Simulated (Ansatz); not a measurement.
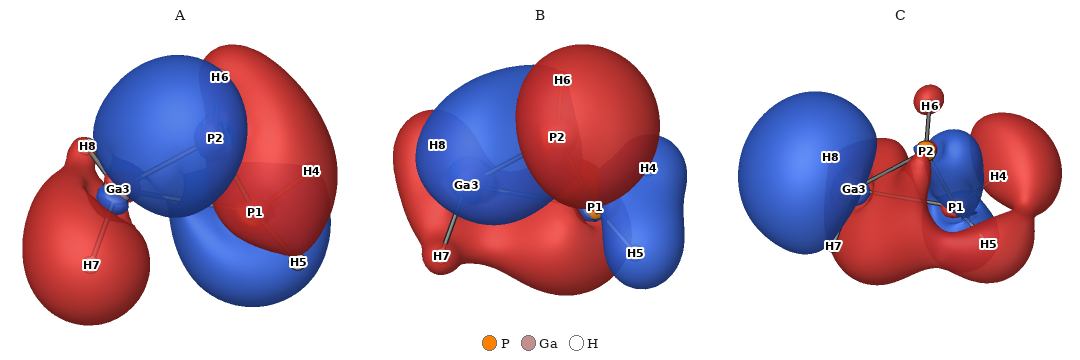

*GaH5P2. Three frontier orbitals at ±0.06 Å⁻³ᐟ² (blue and red are the two phases), in no order.*

Geometry: PBE0-D4/def2-TZVP.

Level of theory: RKS PBE0-D4/def2-TZVPP in Ansatz.

The calculation's input:

```
crystal:
  periodic: [false, false, false]
  atoms:
    - {symbol: P, position_ang: [-0.729543, 0.271759, -0.929538]}
    - {symbol: P, position_ang: [0.486656, 1.285627, 0.649359]}
    - {symbol: Ga, position_ang: [0.961684, -1.021702, 0.514780]}
    - {symbol: H, position_ang: [-2.026310, 0.772094, -0.690246]}
    - {symbol: H, position_ang: [-0.400388, 1.041232, -2.065874]}
    - {symbol: H, position_ang: [-0.543337, 1.067390, 1.605885]}
    - {symbol: H, position_ang: [2.064757, -1.405023, -0.525316]}
    - {symbol: H, position_ang: [0.186491, -2.011378, 1.440942]}
basis:
  gaussian: {orbitals: def2-TZVPP}
hamiltonian: {xc: pbe0, dispersion: d4}
output: {orbitals: {seedname: orbitals}}
```

Run with:

```sh
ansatz run in.yaml --threads 2 --pin off --events-out ev --progress --plain --max-ram 4352MiB
```

### Order the three orbitals by energy and name them.

A is the HOMO−1 (−7.98 eV). By Hirshfeld shares it lies mainly on P2 (about 40 %), P1 (about 30 %), Ga3 (about 15 %) and H7 (about 10 %). B is the HOMO (−6.74 eV). It lies mainly on P2 (about 50 %), P1 (about 20 %) and Ga3 (about 20 %). C is the LUMO (−0.94 eV). Its weight (Hirshfeld) is mainly on Ga3 (about 50 %), P1 (about 20 %), H4 (about 10 %) and P2 (about 5 %).

### What is the HOMO–LUMO gap?

5.80 eV between the orbital energies.
